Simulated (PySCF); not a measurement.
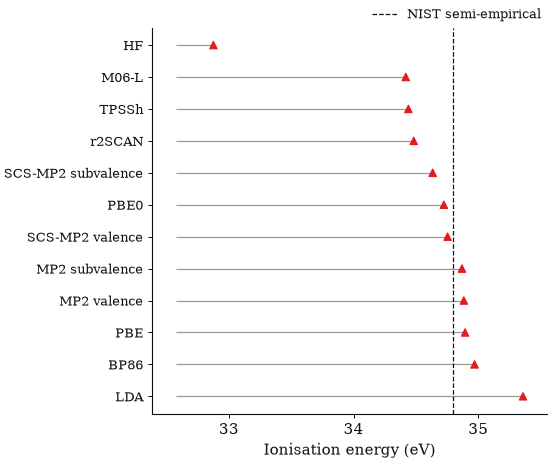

The ionisation energy of Ag²⁺ ([Kr] 4d⁹ → [Kr] 4d⁸) across levels of theory. PySCF, aug-cc-pwCVTZ-PP with a 28-electron core potential, unrestricted single determinants, no spin-orbit coupling. Methods marked “valence” freeze 8 core electrons; methods marked “subvalence” freeze no core electrons.

### Which methods come out highest, lowest and best?

The values run from 32.88 eV (HF) to 35.36 eV (LDA). The NIST semi-empirical value is 34.80 ± 0.3 eV; nearest to it come SCS-MP2 valence (−0.05) and MP2 subvalence (+0.07), furthest HF (−1.92 eV).

```csv
Method,Ionisation energy (eV)
HF,32.88
LDA,35.36
PBE,34.89
PBE0,34.72
r2SCAN,34.48
M06-L,34.42
TPSSh,34.44
BP86,34.97
MP2 valence,34.88
SCS-MP2 valence,34.75
MP2 subvalence,34.87
SCS-MP2 subvalence,34.63
```

Limits of the model: spin-orbit shift not estimated.
